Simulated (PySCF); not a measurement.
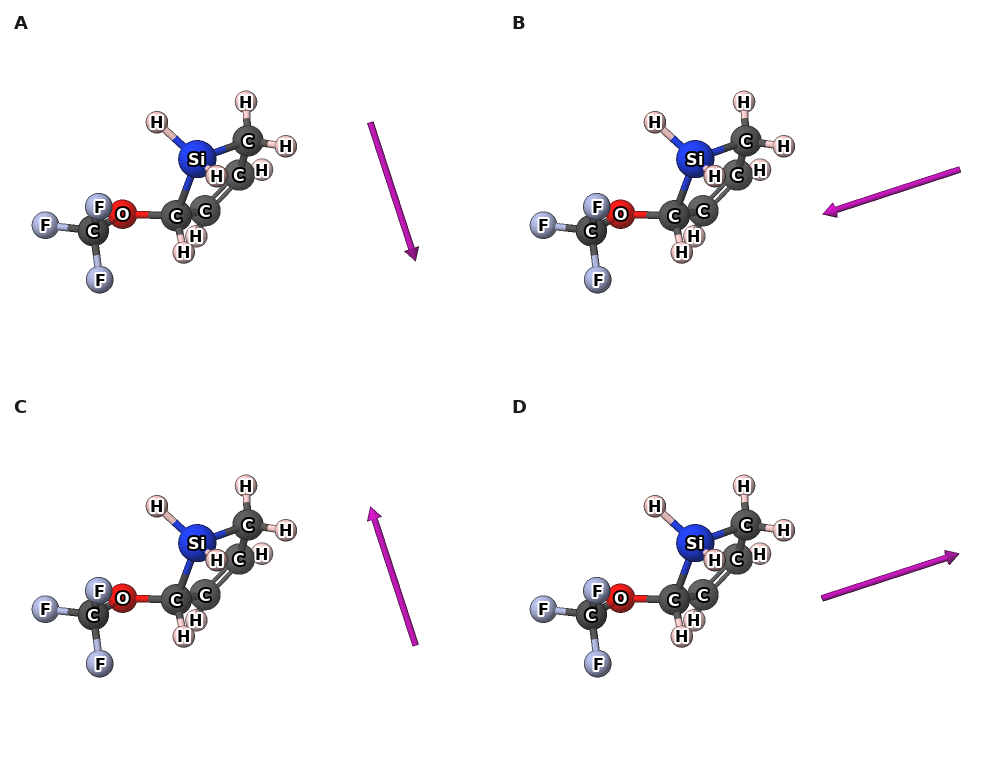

The same molecule four times, each with an arrow. Computed geometry: GFN2-xTB optimisation. No frequency run is at hand to confirm it as a minimum. Level of theory: PBE0/pcSseg-1, gas phase (PySCF 2.14.0).

### Which arrow points along the dipole moment, from the negative to the positive end?

D. The dipole moment is 3.53 D.

The geometry is semi-empirical. Around Si such bond lengths and angles can be off by a tenth of an ångström or more and by several degrees, and values that hang on the shape move with them.
